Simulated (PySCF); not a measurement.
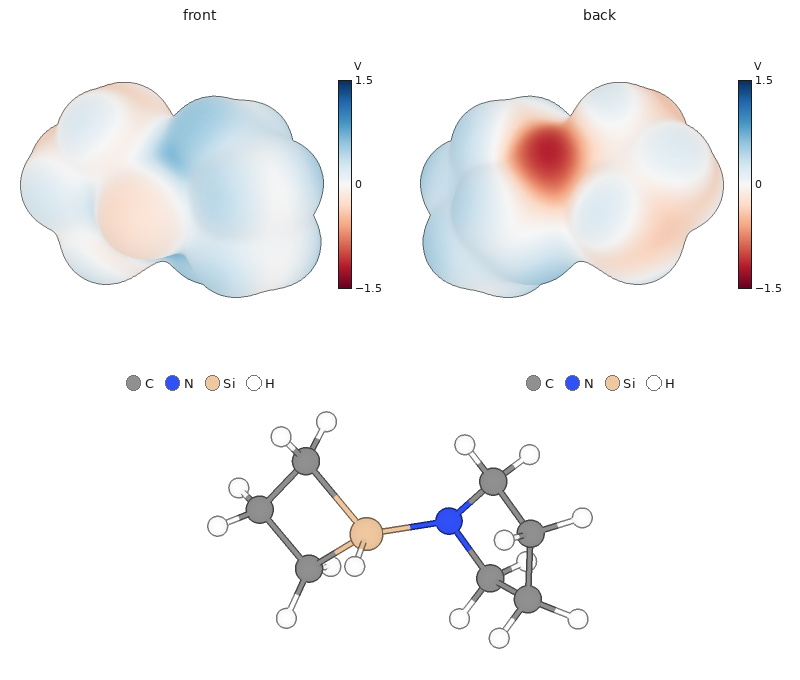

*C7H15NSi. The molecular electrostatic potential painted on the density surface at 0.001 e/bohr³, seen from the front and from behind; red is negative and blue positive. The bare structure is drawn below in the same view.*

Geometry: GFN2-xTB.

Method: PBE0/pcSseg-1, SCF density, gas phase, non-relativistic (PySCF 2.14.0).

```xyz
24

C    -2.5444   -0.2780   -0.9098
C    -2.6382    0.5293    0.3974
C    -1.4562    0.0144    1.2357
N    -0.5042   -0.5008    0.2749
Si    0.7657    0.5175   -0.2778
C     2.2571    0.6837    0.8909
C     3.1868    0.2342   -0.2497
C     2.1558   -0.3817   -1.2106
C    -1.3322   -1.1957   -0.6889
H    -2.3605    0.3825   -1.7561
H    -3.4487   -0.8497   -1.1088
H    -3.5866    0.3776    0.9095
H    -2.5227    1.5946    0.2016
H    -1.7847   -0.8118    1.8771
H    -1.0065    0.7843    1.8584
H     0.3910    1.8005   -0.9064
H     2.5024    1.6612    1.2960
H     2.2633   -0.0286    1.7128
H     3.9703   -0.4560    0.0619
H     3.6617    1.0986   -0.7117
H     2.1237   -1.4649   -1.1171
H     2.3317   -0.1431   -2.2558
H    -1.6569   -2.1451   -0.2468
H    -0.7796   -1.4032   -1.6023
```

**Which sites attract a positive test charge, and which a negative one?**

A positive charge is drawn to the negative regions and a negative charge to the positive ones. The most negative region (about −1.1 V) lies over N4, the most positive (about +0.6 V) over Si5 and H15. N4 is the likeliest acceptor of a hydrogen bond.
